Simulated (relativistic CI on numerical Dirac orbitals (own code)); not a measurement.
```
atom F  Z=9  charge=2  electrons=7
nucleus A=19  rms_radius_fm=2.8976
hamiltonian dirac-coulomb  breit=on  qed=on  c_scale=1
orbitals kli  potential=per-configuration
slater_scale 0.85
correlation p86
mixing on
configurations
  [He] 2s2 2p3
  [He] 2s 2p4
  [He] 2p5
  [He] 2s2 2p2 3s
  [He] 2s2 2p2 3p
  [He] 2s2 2p2 3d
  [He] 2s2 2p2 4s
  [He] 2s2 2p2 4p
  [He] 2s2 2p2 4d
  [He] 2s2 2p2 4f
  [He] 2s2 2p 3s2
  [He] 2s 2p3 3s
  [He] 2p4 3s
  [He] 2s2 2p 3s 3p
  [He] 2p4 3p
  [He] 2s 2p3 3p
end
```

Launched with (the task file carries these settings):
```bash
python run_levels.py task.json out
```

Level of the calculation: Dirac CI, KLI exchange-only orbitals, Breit term, model QED, valence Slater integrals scaled by 0.85, a P86 correlation estimate for each configuration.

The plot shows absorption lines from the lowest level (oscillator strengths f):

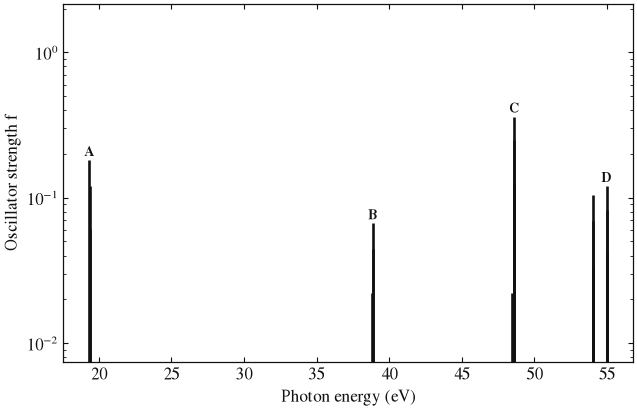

The lettered lines are A: 2s 2p⁴ ⁴P₅/₂ ← 2s² 2p³ ⁴S°₃/₂, 19.34 eV, f = 0.18; B: 2s² 2p² 3s ⁴P₅/₂ ← 2s² 2p³ ⁴S°₃/₂, 38.90 eV, f = 0.067; C: 2s² 2p² 3d ⁴P₅/₂ ← 2s² 2p³ ⁴S°₃/₂, 48.59 eV, f = 0.36; D: 2s² 2p² 4d ⁴P₅/₂ ← 2s² 2p³ ⁴S°₃/₂, 54.99 eV, f = 0.12. The strongest, C, lies in the extreme ultraviolet region.

Caveat: near-neutral ion: configurations can be misplaced by up to about 10000 cm⁻¹, over 20000 where the f count changes; rates and lifetimes follow the computed energies and can be off by orders of magnitude; the fine structure of a weakly bound d or f electron outside closed shells is too small or inverted; only a limited list of configurations is included, so lower levels can be missing; only lines among the lowest 190 of 279 levels are drawn, so those from 2s 2p³ 3p are incomplete.
